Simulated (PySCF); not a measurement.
**[HfCl2]2+: other functionals and bases at one geometry**

How far do other levels of theory move the description of [HfCl2]2+, and what does each cost? It is a constructed species; whether it can be made isn't addressed.

Method: several levels, as the steps say, no spin–orbit coupling; program: PySCF 2.14.0.

1 further run of the same task is left out (for a known fault of the program).

### 1 The system as given

3 atoms, charge 2, spin multiplicity 1.

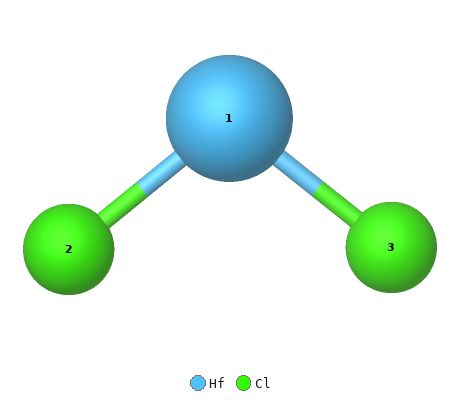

The structure; hafnium blue, chlorine green; atoms are numbered from 1 in the order of the file.

Geometry (Å):

```xyz
3
Cl2Hf
Hf    0.00000    0.00000   -0.54828
Cl    1.71429    0.00000    0.83396
Cl   -1.71429    0.00000    0.83396
```

Formal oxidation states: Hf +4. An earlier session relaxed this geometry at PBE0, Hf def2-SVP with ECP60, Cl def2-SVP (singlet, point group C2v).

At PBE0 on the finer grid: E = -967.110318 Eh, HOMO -20.70 eV, LUMO -15.68 eV, Mulliken charge on Hf1 +1.60 e, largest force component 0.034 eV/Å. 

Levels to run: HF; BP86; PBE0, TZVP. Hardware: 2 threads of Intel Xeon Platinum 8259CL at 2.50GHz (Skylake/Cascade Lake), shared host.

### 2 HF

Input file run.py (the lines that set the calculation):

```python
mol = gto.M(atom='''
Hf     0.00000     0.00000    -0.54828
Cl     1.71429     0.00000     0.83396
Cl    -1.71429     0.00000     0.83396''',
    basis={'Hf': 'def2-SVP', 'Cl': 'def2-SVP'},
    ecp={'Hf': 'def2-SVP'},
    charge=2, spin=0)
mf = scf.RHF(mol)
mf = mf.density_fit()  # fitting sets: Hf def2-universal-JKFIT, Cl def2-universal-JKFIT
mf.conv_tol = 1e-08; mf.max_cycle = 55
mf.kernel(dm0)  # dm0: the density of the relaxed state
```

On the command line:

```
$ OMP_NUM_THREADS=2 python run.py
```

### 3 BP86

run.py (the lines that set the calculation), as its differences from that of step 2:

```diff
@@ -7,3 +7,4 @@
     charge=2, spin=0)
-mf = scf.RHF(mol)
+mf = dft.RKS(mol, xc='B88,P86')
+mf.grids.atom_grid = (75, 302)
 mf = mf.density_fit()  # fitting sets: Hf def2-universal-JKFIT, Cl def2-universal-JKFIT
```

### 4 PBE0, TZVP

Basis: Hf def2-TZVP with ECP60, Cl def2-TZVP. 

Input file run.py (the lines that set the calculation):

```python
mol = gto.M(atom='''
Hf     0.00000     0.00000    -0.54828
Cl     1.71429     0.00000     0.83396
Cl    -1.71429     0.00000     0.83396''',
    basis={'Hf': 'def2-TZVP', 'Cl': 'def2-TZVP'},
    ecp={'Hf': 'def2-TZVP'},
    charge=2, spin=0)
mf = dft.RKS(mol, xc='PBE0')
mf.grids.atom_grid = (75, 302)
mf = mf.density_fit()  # fitting sets: Hf def2-universal-JKFIT, Cl def2-universal-JKFIT
mf.conv_tol = 1e-08; mf.max_cycle = 55
mf.kernel(dm0)  # dm0: free metal ions and neutral atoms
```

Q: Predict the outcome of this session. Wanted: for each run, HOMO; gap; charge on Hf1; dipole; largest force.

As calculated:

| level | state | HOMO (eV) | gap (eV) | charge on Hf1 (e) | dipole (D) | largest force (eV/Å) | basis functions | time |
| --- | --- | --- | --- | --- | --- | --- | --- | --- |
| PBE0 (relaxed here) | singlet | -20.70 | 5.02 | 1.60 | 3.81 | 0.03 | 68 | 5.2 s |
| HF | singlet | -23.52 | 10.94 | 1.88 | 5.41 | 0.35 | 68 | 1.7 s |
| BP86 | singlet | -19.53 | 3.09 | 1.51 | 3.23 | 0.62 | 68 | 3.4 s |
| PBE0, TZVP | singlet | -20.52 | 5.04 | 1.75 | 3.51 | 0.55 | 114 | 6.7 s |

Times are on 2 threads of Intel Xeon Platinum 8259CL at 2.50GHz (Skylake/Cascade Lake), shared host; the first row also made further properties. The dipole of a charged species depends on the origin, so these sizes hold for this origin alone.

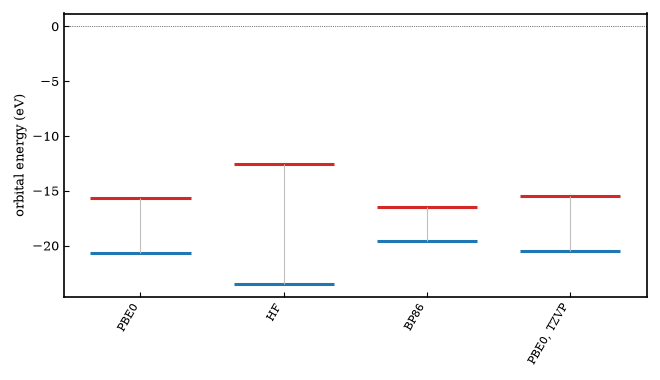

Highest filled and lowest empty level, method by method.

In one basis the HOMO–LUMO gap runs from 3.09 eV (BP86) to 10.94 eV (HF). The largest leftover force, 0.62 eV/Å with BP86, stands at a geometry relaxed at another level. The Mulliken charge on Hf spans +1.51 to +1.88 e over the levels. Total energies of different levels can't be compared. Spin–orbit coupling is left out throughout.
